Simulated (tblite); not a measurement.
Geometry relaxation of C$_{2}$H$_{10}$BNSi$_{2}$ (part 4 of 4)

Continued. System: C$_{2}$H$_{10}$BNSi$_{2}$. Method: GFN2-xTB geometry optimisation, gas phase (tblite 0.8.0). It belongs to a series of runs on one base structure; here: constitutional isomer.

Geometry of the input (Å):
```
C  3.0395  0.0393  -0.4262
C  1.7764  0.5038  -0.4943
B  0.6256  -0.4073  0.0655
N  -0.8103  -0.2755  -0.4670
Si -1.7845  -1.4062  0.5500
Si -1.4533  1.3850  -0.2396
H  3.2842  -0.9311  -0.0167
H  3.8154  0.6716  -0.7961
H  1.5399  1.4701  -0.8955
H  0.8890  -1.4585  0.5363
H  -3.1962  -1.0445  0.5331
H  -1.5417  -2.7970  0.1300
H  -1.2498  -1.2587  1.9305
H  -2.8817  1.3334  -0.4937
H  -1.2559  1.8299  1.1634
H  -0.8043  2.3546  -1.0913
```

### Trajectory as extended XYZ, continued
```
16
Properties=species:S:1:pos:R:3:forces:R:3 step=96 energy=-463.46543
C     3.0007    0.1924   -0.4779    0.0040   0.0070  -0.0060
C     1.7186    0.4982   -0.3036   -0.0040   0.0110  -0.0010
B     0.6205   -0.5537    0.0146    0.0060  -0.0050   0.0120
N    -0.7519   -0.2170    0.1084   -0.0020  -0.0100   0.0020
Si   -1.8532   -1.4580    0.6906   -0.0070  -0.0030  -0.0050
Si   -1.3208    1.4084   -0.2481   -0.0040  -0.0180   0.0080
H     3.3388   -0.8300   -0.4188    0.0280  -0.0030   0.0020
H     3.7617    0.9299   -0.6879    0.0120  -0.0040  -0.0070
H     1.4423    1.5458   -0.3766    0.0230   0.0200  -0.0070
H     0.9423   -1.6692    0.2026   -0.0150  -0.0110   0.0040
H    -3.2088   -1.0343    0.3438   -0.0090  -0.0040   0.0110
H    -1.5425   -2.7267    0.0329    0.0030   0.0120  -0.0190
H    -1.6935   -1.5832    2.1439   -0.0160   0.0230  -0.0060
H    -2.7824    1.3726   -0.2581   -0.0080  -0.0060   0.0090
H    -0.8488    2.3272    0.7924   -0.0040   0.0020   0.0170
H    -0.8306    1.8064   -1.5694   -0.0060  -0.0110  -0.0150
16
Properties=species:S:1:pos:R:3:forces:R:3 step=99 energy=-463.46632
C     3.0014    0.1887   -0.4816   -0.0580   0.0340  -0.0310
C     1.7201    0.5027   -0.3075    0.0350  -0.0210   0.0150
B     0.6242   -0.5460    0.0368    0.0160   0.0140  -0.0120
N    -0.7498   -0.2141    0.1246   -0.0050  -0.0050  -0.0150
Si   -1.8571   -1.4618    0.6822    0.0090  -0.0010  -0.0180
Si   -1.3199    1.4090   -0.2400   -0.0650  -0.0070   0.0370
H     3.3380   -0.8336   -0.4118    0.0170   0.0040   0.0220
H     3.7614    0.9208   -0.7118    0.0230  -0.0010  -0.0060
H     1.4482    1.5510   -0.4009    0.0210  -0.0220   0.0070
H     0.9512   -1.6576    0.2402   -0.0190  -0.0010   0.0090
H    -3.2100   -1.0412    0.3191    0.0020  -0.0050   0.0130
H    -1.5307   -2.7225    0.0155   -0.0050   0.0160  -0.0060
H    -1.7161   -1.5944    2.1362   -0.0160   0.0170   0.0000
H    -2.7846    1.3779   -0.2344    0.0460  -0.0070   0.0130
H    -0.8363    2.3329    0.7916   -0.0070  -0.0070   0.0010
H    -0.8476    1.7971   -1.5698    0.0060  -0.0060  -0.0270
16
Properties=species:S:1:pos:R:3:forces:R:3 step=101 energy=-463.46731
C     3.0014    0.1875   -0.4898   -0.0110   0.0060  -0.0090
C     1.7232    0.5060   -0.3037    0.0280  -0.0180   0.0030
B     0.6286   -0.5380    0.0612    0.0000   0.0060  -0.0300
N    -0.7485   -0.2135    0.1338    0.0040   0.0040  -0.0230
Si   -1.8603   -1.4672    0.6686    0.0100   0.0160   0.0000
Si   -1.3222    1.4077   -0.2331   -0.0200   0.0150   0.0170
H     3.3419   -0.8327   -0.4013   -0.0010   0.0130   0.0130
H     3.7600    0.9141   -0.7428    0.0080  -0.0010  -0.0060
H     1.4559    1.5532   -0.4168   -0.0100  -0.0200   0.0160
H     0.9566   -1.6464    0.2803   -0.0100   0.0020   0.0130
H    -3.2113   -1.0477    0.2977    0.0030  -0.0060  -0.0030
H    -1.5240   -2.7227   -0.0031   -0.0030   0.0180   0.0020
H    -1.7401   -1.5969    2.1244   -0.0080  -0.0040   0.0050
H    -2.7858    1.3840   -0.2024    0.0320  -0.0120   0.0030
H    -0.8208    2.3348    0.7872   -0.0070  -0.0050  -0.0020
H    -0.8623    1.7868   -1.5719   -0.0140  -0.0130   0.0010
16
Properties=species:S:1:pos:R:3:forces:R:3 step=103 energy=-463.46755
C     3.0007    0.1884   -0.4926    0.0270  -0.0070   0.0060
C     1.7240    0.5062   -0.2993   -0.0020   0.0010  -0.0110
B     0.6293   -0.5368    0.0657   -0.0020  -0.0070  -0.0160
N    -0.7482   -0.2134    0.1331    0.0050   0.0040  -0.0160
Si   -1.8599   -1.4681    0.6648   -0.0020   0.0140   0.0100
Si   -1.3225    1.4078   -0.2324    0.0190   0.0150  -0.0040
H     3.3419   -0.8311   -0.4004    0.0030   0.0060   0.0030
H     3.7588    0.9141   -0.7501    0.0000  -0.0010  -0.0050
H     1.4555    1.5528   -0.4132   -0.0130  -0.0080   0.0120
H     0.9566   -1.6444    0.2901   -0.0070   0.0010   0.0090
H    -3.2107   -1.0496    0.2920   -0.0010  -0.0030  -0.0070
H    -1.5239   -2.7238   -0.0058    0.0020   0.0150  -0.0020
H    -1.7455   -1.5979    2.1211   -0.0040  -0.0040   0.0030
H    -2.7840    1.3865   -0.1912    0.0010  -0.0120   0.0010
H    -0.8127    2.3362    0.7818   -0.0050   0.0010   0.0060
H    -0.8669    1.7819   -1.5748   -0.0220  -0.0130   0.0100
16
Properties=species:S:1:pos:R:3:forces:R:3 step=106 energy=-463.46797
C     3.0018    0.1881   -0.4961    0.0040  -0.0010   0.0020
C     1.7263    0.5078   -0.2975   -0.0070   0.0000  -0.0040
B     0.6318   -0.5332    0.0750    0.0030  -0.0070   0.0060
N    -0.7463   -0.2113    0.1365    0.0040   0.0020   0.0020
Si   -1.8610   -1.4670    0.6590   -0.0050  -0.0020   0.0010
Si   -1.3209    1.4094   -0.2282    0.0090  -0.0010  -0.0110
H     3.3416   -0.8312   -0.4001    0.0080  -0.0020  -0.0020
H     3.7591    0.9107   -0.7642    0.0020   0.0050   0.0030
H     1.4557    1.5539   -0.4118   -0.0020  -0.0090  -0.0020
H     0.9595   -1.6371    0.3149   -0.0030  -0.0080   0.0000
H    -3.2103   -1.0547    0.2748   -0.0020   0.0080  -0.0060
H    -1.5181   -2.7185   -0.0151    0.0080   0.0020  -0.0030
H    -1.7629   -1.6057    2.1155    0.0040   0.0050   0.0040
H    -2.7811    1.3887   -0.1666   -0.0130  -0.0040   0.0060
H    -0.7968    2.3426    0.7735   -0.0010   0.0050   0.0060
H    -0.8860    1.7664   -1.5810   -0.0090   0.0070  -0.0030
16
Properties=species:S:1:pos:R:3:forces:R:3 step=108 energy=-463.46803
C     3.0032    0.1882   -0.4957   -0.0090   0.0010  -0.0010
C     1.7267    0.5069   -0.2998    0.0070  -0.0110   0.0040
B     0.6321   -0.5342    0.0735    0.0010  -0.0030   0.0020
N    -0.7458   -0.2116    0.1363    0.0010   0.0020   0.0030
Si   -1.8620   -1.4660    0.6600    0.0030   0.0020  -0.0030
Si   -1.3207    1.4092   -0.2279   -0.0060  -0.0040   0.0020
H     3.3442   -0.8308   -0.3994    0.0040   0.0000  -0.0010
H     3.7601    0.9116   -0.7630    0.0010   0.0040   0.0040
H     1.4560    1.5529   -0.4139   -0.0040  -0.0060  -0.0040
H     0.9593   -1.6384    0.3127   -0.0020  -0.0070   0.0000
H    -3.2114   -1.0529    0.2765    0.0020   0.0050  -0.0050
H    -1.5187   -2.7169   -0.0150    0.0050   0.0020   0.0000
H    -1.7626   -1.6039    2.1167    0.0030   0.0050   0.0020
H    -2.7816    1.3860   -0.1703   -0.0020  -0.0010   0.0070
H    -0.8007    2.3412    0.7777   -0.0020   0.0010  -0.0020
H    -0.8856    1.7675   -1.5798   -0.0020   0.0100  -0.0080
16
Properties=species:S:1:pos:R:3:forces:R:3 step=110 energy=-463.46809
C     3.0041    0.1891   -0.4956   -0.0020  -0.0030   0.0030
C     1.7268    0.5048   -0.3004    0.0060  -0.0080   0.0020
B     0.6322   -0.5366    0.0713   -0.0030  -0.0020   0.0000
N    -0.7454   -0.2124    0.1347    0.0000   0.0000   0.0030
Si   -1.8626   -1.4650    0.6613    0.0050   0.0050  -0.0010
Si   -1.3203    1.4087   -0.2285   -0.0090   0.0000   0.0050
H     3.3476   -0.8291   -0.3992    0.0030   0.0010  -0.0020
H     3.7600    0.9145   -0.7611   -0.0050   0.0000   0.0040
H     1.4547    1.5503   -0.4143   -0.0060   0.0000  -0.0040
H     0.9580   -1.6417    0.3088    0.0000  -0.0060   0.0000
H    -3.2122   -1.0499    0.2793    0.0070   0.0010  -0.0030
H    -1.5208   -2.7164   -0.0136    0.0020   0.0020   0.0020
H    -1.7605   -1.6006    2.1182    0.0010   0.0030  -0.0040
H    -2.7818    1.3835   -0.1752    0.0050   0.0000   0.0060
H    -0.8047    2.3390    0.7816   -0.0030  -0.0030  -0.0090
H    -0.8827    1.7707   -1.5788   -0.0020   0.0080  -0.0020
16
Properties=species:S:1:pos:R:3:forces:R:3 step=113 energy=-463.46823
C     3.0045    0.1888   -0.4970    0.0100  -0.0050   0.0050
C     1.7276    0.5021   -0.2980   -0.0130   0.0070  -0.0080
B     0.6333   -0.5377    0.0775    0.0000  -0.0010   0.0000
N    -0.7438   -0.2111    0.1363   -0.0020  -0.0030   0.0030
Si   -1.8622   -1.4641    0.6579   -0.0040  -0.0060   0.0020
Si   -1.3205    1.4090   -0.2278   -0.0010   0.0050  -0.0060
H     3.3505   -0.8282   -0.3985    0.0060  -0.0050   0.0000
H     3.7579    0.9151   -0.7669   -0.0040   0.0010   0.0020
H     1.4515    1.5462   -0.4161    0.0010   0.0020  -0.0010
H     0.9570   -1.6423    0.3204    0.0020  -0.0020  -0.0010
H    -3.2100   -1.0495    0.2693    0.0060  -0.0010   0.0000
H    -1.5162   -2.7143   -0.0169    0.0000  -0.0010   0.0020
H    -1.7653   -1.6012    2.1151   -0.0010   0.0040  -0.0060
H    -2.7814    1.3844   -0.1618    0.0040   0.0010   0.0000
H    -0.7991    2.3413    0.7767    0.0020   0.0030  -0.0020
H    -0.8913    1.7705   -1.5818   -0.0070   0.0000   0.0100
16
Properties=species:S:1:pos:R:3:forces:R:3 step=115 energy=-463.46827
C     3.0043    0.1870   -0.4972    0.0000   0.0000   0.0000
C     1.7277    0.5028   -0.2981   -0.0030   0.0010  -0.0030
B     0.6336   -0.5356    0.0817    0.0020  -0.0030  -0.0030
N    -0.7435   -0.2096    0.1390   -0.0030  -0.0010  -0.0010
Si   -1.8618   -1.4647    0.6555   -0.0010  -0.0060   0.0000
Si   -1.3215    1.4097   -0.2268    0.0020   0.0030   0.0000
H     3.3492   -0.8304   -0.3979    0.0020   0.0000   0.0030
H     3.7580    0.9117   -0.7699   -0.0010   0.0030   0.0020
H     1.4523    1.5469   -0.4180    0.0050  -0.0010  -0.0010
H     0.9581   -1.6393    0.3283    0.0000   0.0010  -0.0020
H    -3.2084   -1.0515    0.2626    0.0000  -0.0010  -0.0010
H    -1.5111   -2.7131   -0.0197   -0.0010  -0.0050   0.0000
H    -1.7688   -1.6037    2.1123   -0.0010   0.0040   0.0020
H    -2.7818    1.3858   -0.1518    0.0010   0.0010  -0.0010
H    -0.7948    2.3446    0.7722    0.0040   0.0040   0.0000
H    -0.8991    1.7683   -1.5834   -0.0050   0.0000   0.0040
```

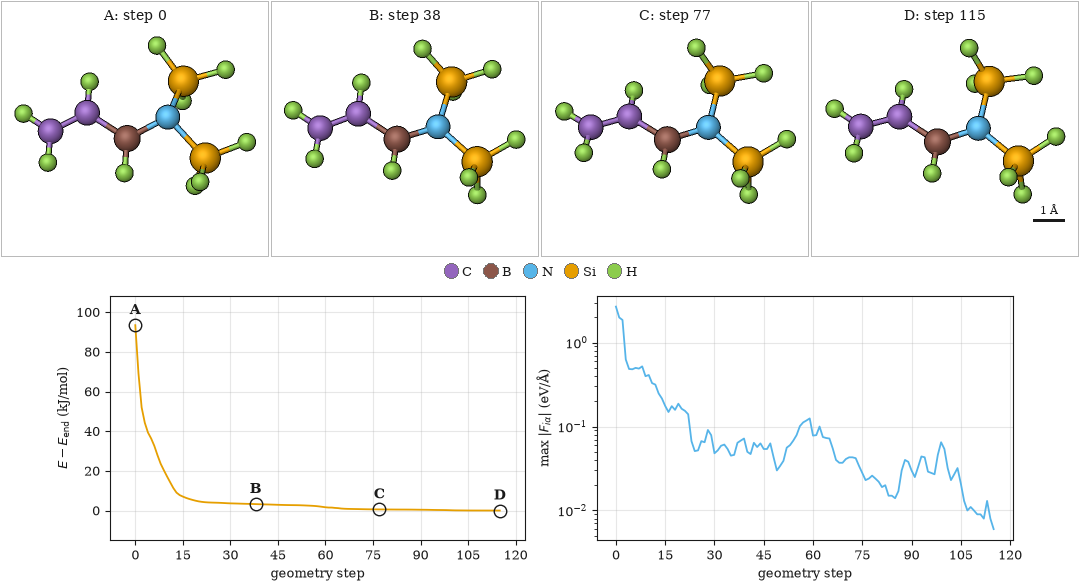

**Figure 1.** Frames of the relaxation (ball-and-stick view, seen at a tilt) above the curves, on which the letters mark them (steps are counted from 0).

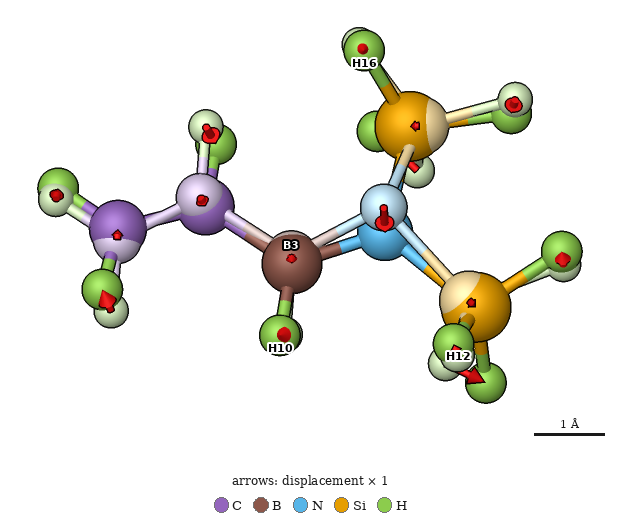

**Figure 2.** Start (faint) and end (solid) with the displacements as red arrows, at true length (ball-and-stick view, seen at a tilt). The two geometries are laid on each other by the best rigid fit. The atom that moves furthest after the best rigid fit is H15 (0.81 Å). Largest moves by element: H 0.81 Å, N 0.61 Å, C 0.20 Å, Si 0.15 Å, B 0.13 Å. Distances before and after: B3–N4 1.537 → 1.416 Å, N4–Si5 1.806 → 1.759 Å, N4–Si6 1.795 → 1.758 Å, Si5–H13 1.488 → 1.466 Å. Among the angles that change: B3–N4–Si5 104.8° → 117.8°, Si5–N4–Si6 108.3° → 120.6°, B3–N4–Si6 111.7° → 121.6°. After 115 geometry steps the energy has fallen by 93.4 kJ/mol. The largest force component goes from 2.7 to 0.006 eV/Å. (Atoms are counted from 1 in the order of the input.)

### Summary

```tsv
quantity	value
outcome	converged
total energy	−463.4683 eV
hardware	1 CPU thread, shared host
wall time	1.3 s
peak memory	0.18 GiB
```
